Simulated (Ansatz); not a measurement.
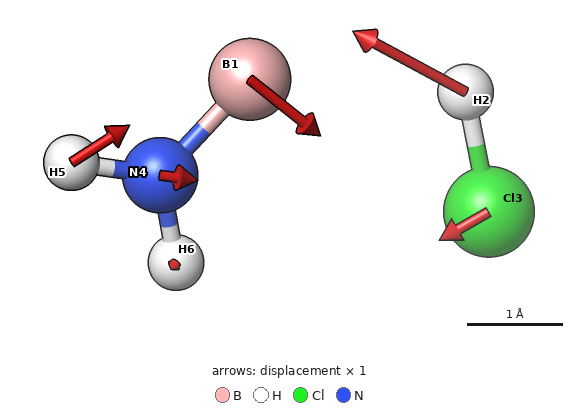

This is a relaxation of BNH$_{3}$Cl. The starting structure is drawn; red arrows show the displacements, at their true length. The two geometries are superimposed by the best rigid fit.

A ball-and-stick model, seen at a tilt.

The run prepares an end point of a later path (reaction) calculation, from a guessed geometry.

Theory: RKS B3LYP/6-31G* in Ansatz. Set-up: no spin polarisation; force threshold 0.03 eV/Å; at most 50 steps.

What did the optimiser do to the structure, and how much energy did it gain?

Answer. H2 moves most after the best rigid fit: 1.48 Å. By element the largest moves are H 1.48 Å, B 1.04 Å, Cl 0.62 Å, N 0.44 Å. Some distances before and after: B1–Cl3 3.074 → 1.788 Å, H2–Cl3 1.340 → 2.579 Å, B1–H2 2.379 → 1.190 Å, B1–N4 1.382 → 1.389 Å. New bonds form, among them: B1–Cl3 (3.07 → 1.79 Å), B1–H2 (2.38 → 1.19 Å). Bonds break, among them: H2–Cl3 (1.34 → 2.58 Å). Over 20 accepted moves (21 points after the start) the energy falls by 4.330 eV. The largest force component goes from 0.85 to 0.0022 eV/Å. The line search rejected the trial step at point 8 of the run.

Limits of the set-up: the start holds two separate molecules, 2.4 Å apart at their closest, whose relative position is a soft coordinate and is computed without a dispersion correction.
